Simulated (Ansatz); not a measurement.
**CH7NSi2: density, localisation and related maps**

The calculation's input:

```
crystal:
  periodic: [false, false, false]
  atoms:
    - { symbol: "N", position_ang: [-1.3447, 1.1674, -0.6852] }
    - { symbol: Si, position_ang: [0.1942, 0.6563, -0.5778] }
    - { symbol: C, position_ang: [0.2208, -0.3901, 0.8979] }
    - { symbol: Si, position_ang: [0.7984, -1.5301, -0.4206] }
    - { symbol: H, position_ang: [-1.4101, 2.1227, -1.1543] }
    - { symbol: H, position_ang: [-1.7804, 1.3661, 0.2331] }
    - { symbol: H, position_ang: [1.1698, 1.7772, -0.3599] }
    - { symbol: H, position_ang: [-0.65, -0.5912, 1.3939] }
    - { symbol: H, position_ang: [1.0355, -0.1362, 1.6691] }
    - { symbol: H, position_ang: [2.159, -1.9291, -0.3264] }
    - { symbol: H, position_ang: [-0.3272, -2.5699, -0.649] }
basis:
  gaussian: { orbitals: def2-SVP }
hamiltonian:
  xc: r2scan
relax:
  f_tol: 0.015
  max_steps: 40
output:
  orbitals: {}
```

Run with:

```sh
ansatz run input.yaml --threads 2 --pin off --max-ram 3072MiB --backend cpu --events-out ev --progress --plain --runs-dir out
```

The fields are those of the relaxed geometry.

Theory: RKS r2SCAN/def2-SVP (Ansatz 0.2.0).

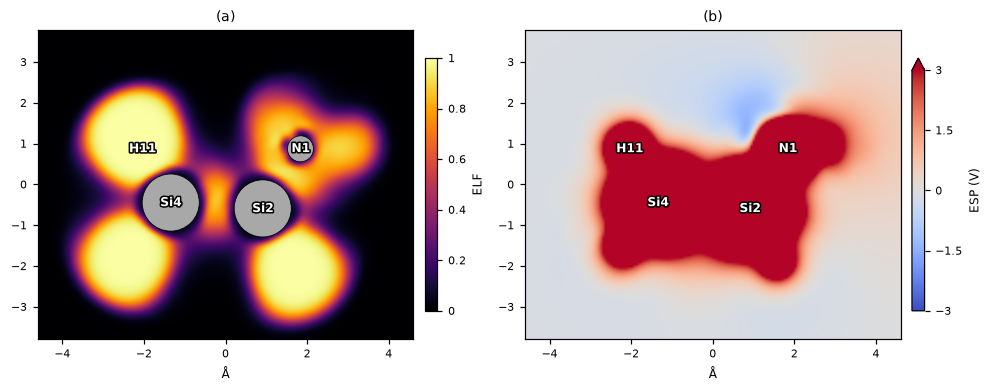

Figure 1. (a) electron localisation function; (b) molecular electrostatic potential on the plane of atoms Si2, Si4 and H11. Grey discs cover the atomic cores in the ELF map.

### Read the bonding off the picture.

Atoms in the plane: N, Si and H.
Si–N (1.73 Å): the ELF peaks at about 0.95 between the atoms, as expected for a polar covalent bond.
Si–Si (2.26 Å): the ELF peaks at about 0.85 between the atoms, as expected for a covalent bond.
Si–H (1.49 Å): the ELF climbs to about 1 towards the hydrogen, as it does in any bond to H.
The ELF also peaks beside N1, away from the bonds: lone-pair regions.
Outside the dense part of the molecule the potential is most negative (−1.4 V) near N1.

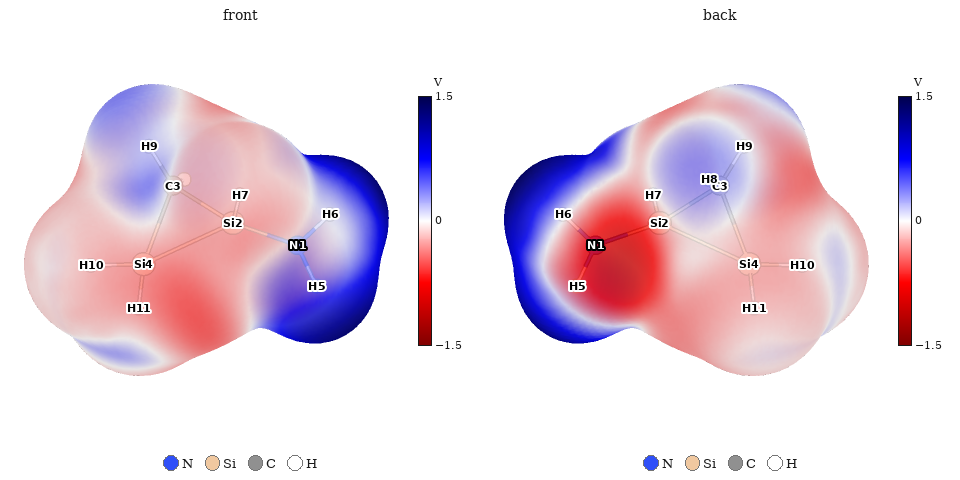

Figure 2. The molecular electrostatic potential painted on the density surface at 0.001 e/bohr³, seen from the front and from behind; the colour scale runs from red (negative) to blue (positive).

### Describe the electrostatic potential map.

The most negative region (about −1.0 V) lies over N1, the most positive (about +1.3 V) over H5 and H6.

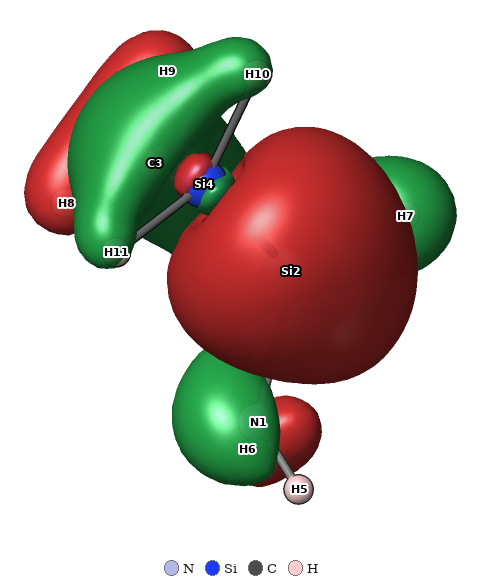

Figure 3. The HOMO at ±0.1 Å⁻³ᐟ² (green and red are the two phases), seen at an oblique angle.

### Where does this orbital lie, and at what energy?

By Hirshfeld shares it lies mainly on Si4 (about 35 %), Si2 (about 30 %) and C3 (about 10 %). Its energy is −5.60 eV.
